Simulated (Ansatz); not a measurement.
# C$_{2}$H$_{4}$OSi: what the fields show

```xyz
8

O    -0.3603    0.5723    2.1599
C    -0.2426    0.2601    1.0173
C     0.5816    0.6830   -0.1641
Si   -0.4362   -0.8882   -0.4622
H     1.6620    0.7284   -0.0340
H     0.1870    1.5676   -0.6683
H    -1.5509   -0.7809   -1.4312
H     0.2514   -2.1996   -0.4732
```

Geometry: PBE0-D4/def2-TZVP.

These are results of RKS PBE0-D4/def2-TZVPP in Ansatz, not measurements.

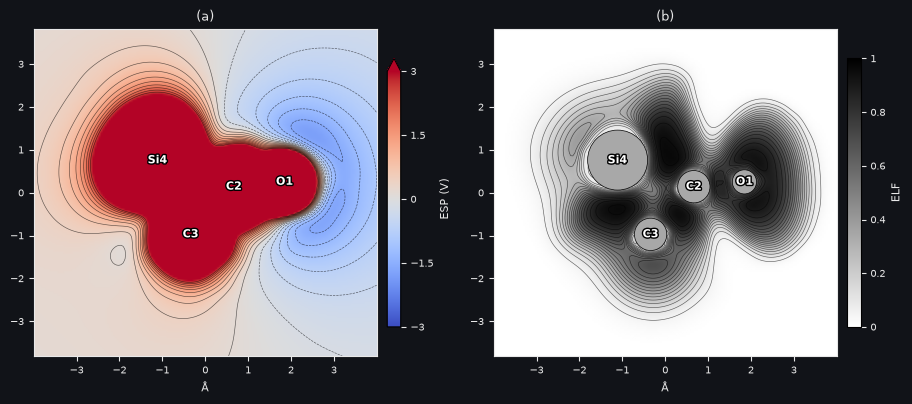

Figure 1. (a) electrostatic potential; (b) ELF on the plane of atoms C2, C3 and Si4. Grey discs cover the atomic cores in the ELF map.

### Describe what can be read from this map.

The section cuts through O, C and Si sites. C–O (1.19 Å): the ELF peaks at about 0.85 between the atoms; a multiple bond. C–C (1.50 Å): the ELF peaks at about 0.95 between the atoms; a shared electron pair. C–Si (1.88 Å): the ELF peaks at about 0.85 between the atoms: localised, covalent bonding. The ELF also peaks beside O1, away from the bonds: lone-pair regions. Outside the dense part of the molecule the potential is most negative (−1.8 V) near O1.

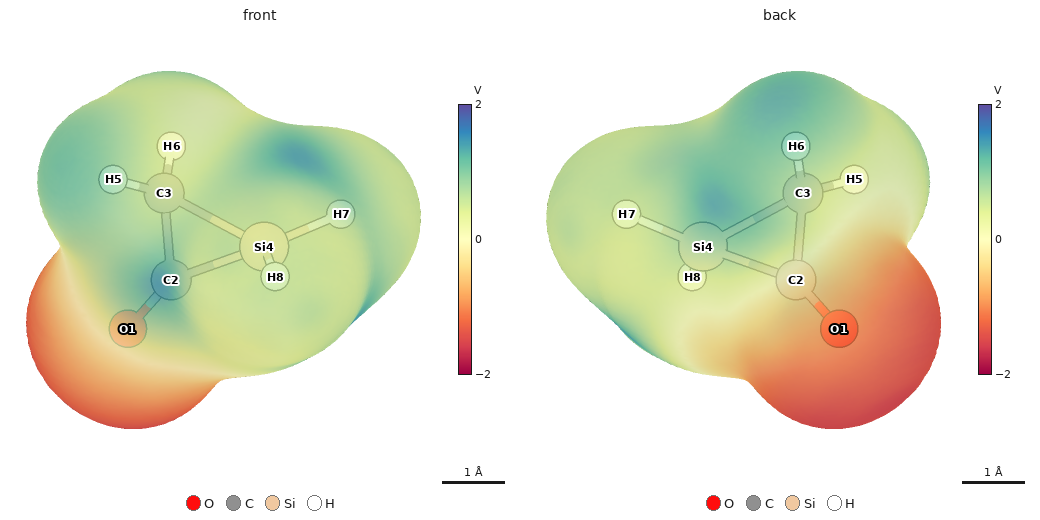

Figure 2. The electrostatic potential painted on the density surface at 0.002 e/bohr³, seen from the front and from behind; the colour scale runs from red (negative) to blue (positive).

### Where is the surface potential most negative and most positive?

The most negative region (about −1.5 V, or −35 kcal/mol for a unit charge) lies over O1, the most positive (about +1.4 V, or +32 kcal/mol for a unit charge) over Si4. O1 is the likeliest acceptor of a hydrogen bond.

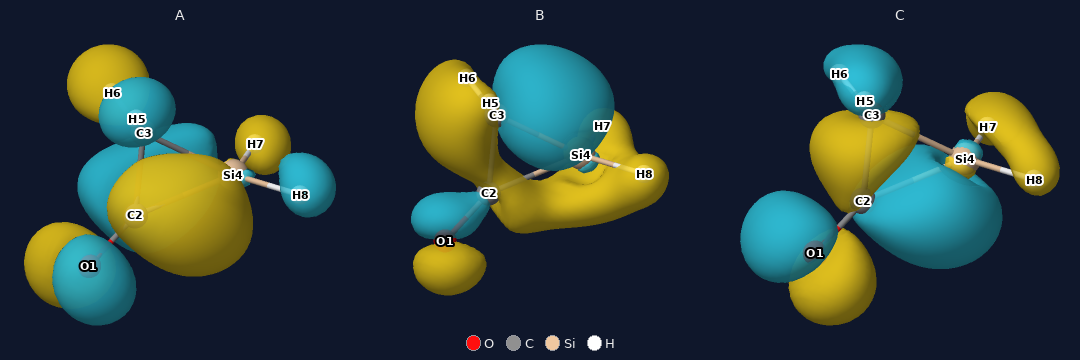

Figure 3. Three frontier orbitals at ±0.1 Å⁻³ᐟ² (yellow and cyan are the two phases), in no order.

### Order the three orbitals by energy and name them.

B is the HOMO−1 (−8.55 eV). By Hirshfeld shares it lies mainly on C3 (about 40 %), Si4 (about 30 %), C2 (about 10 %) and O1 (about 10 %). C is the HOMO (−6.46 eV). Its weight (Hirshfeld) is mainly on O1 (about 35 %), Si4 (about 25 %), C2 (about 20 %) and C3 (about 10 %). A is the LUMO (−1.67 eV). By Hirshfeld shares it lies mainly on C2 (about 35 %), O1 (about 25 %), Si4 (about 15 %) and C3 (about 10 %); π-antibonding (π*) across C2–O1.

### What is the HOMO–LUMO gap?

4.79 eV between the orbital energies.

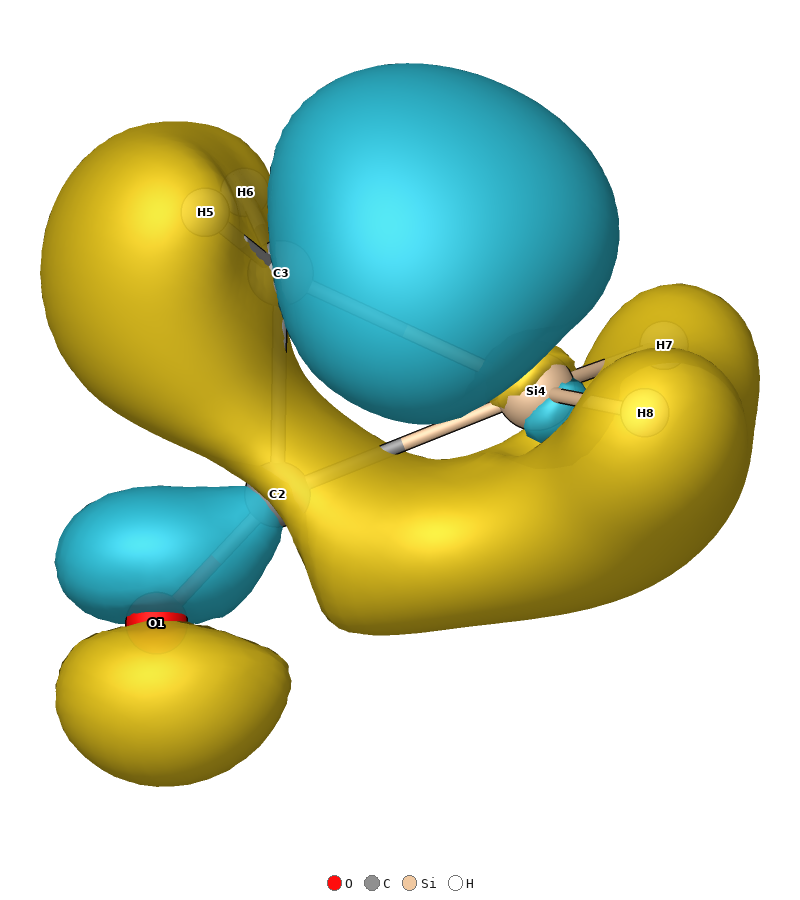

Figure 4. The HOMO−1 at ±0.08 Å⁻³ᐟ² (yellow and cyan are the two phases), seen across its widest extent.

### What is the character of this orbital?

By Hirshfeld shares it lies mainly on C3 (about 40 %), Si4 (about 30 %), C2 (about 10 %) and O1 (about 10 %). Its energy is −8.55 eV.
